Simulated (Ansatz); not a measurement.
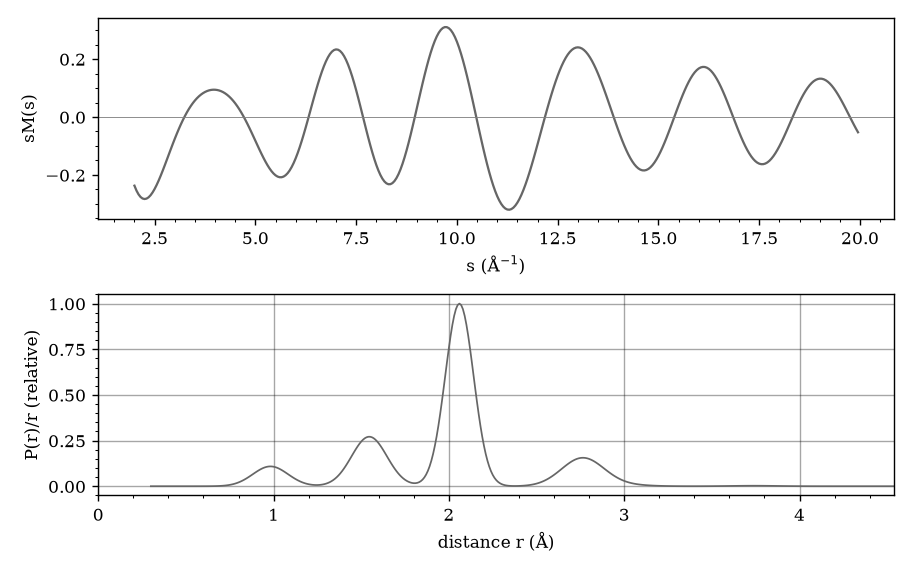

Simulated gas electron diffraction: reduced molecular intensity sM(s) from the Debye equation in the first Born approximation (top) and the radial distribution curve (bottom) of GaH₄O (charge +1, ignored in the scattering factors). Each pair of atoms contributes with weight ZᵢZⱼ/r; damping constant 0.002 Å²; vibrational amplitudes assumed, not computed: 0.05 Å for bonds, 0.078 Å for bonds to H, 0.06 + 0.015 r up to 0.15 Å for other pairs. The geometry is the end point of an optimisation (RKS BLYP/def2-mTZVP (Ansatz 0.2.0)); it may be a saddle point or a higher isomer.

Q: Read the positions of the first 4 clear peaks and name the main pairs (– for bonds).

A: Peak 1, 0.98 Å: O–H 0.98 Å (×2)
Peak 2, 1.55 Å: Ga–H 1.55 Å (×2)
Peak 3, 2.06 Å: Ga–O 2.06 Å
Peak 4, 2.76 Å: Ga···H 2.75 Å (×2), O···H 2.81 Å (×2), not resolved
